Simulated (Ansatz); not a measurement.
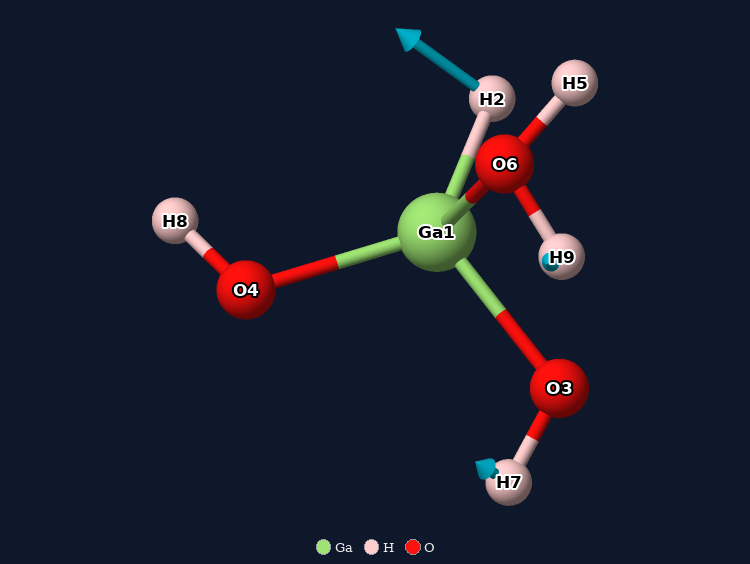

The arrows show one normal mode. Harmonic vibrations computed with RKS PBE0-D4/def2-TZVP (Ansatz 0.2.0) at a stationary point of the same level.

> Describe the motion.

Mostly H–Ga–O bending.

> Estimate its harmonic wavenumber.

563 cm⁻¹; it is mode 9 of 21 counted from the lowest.
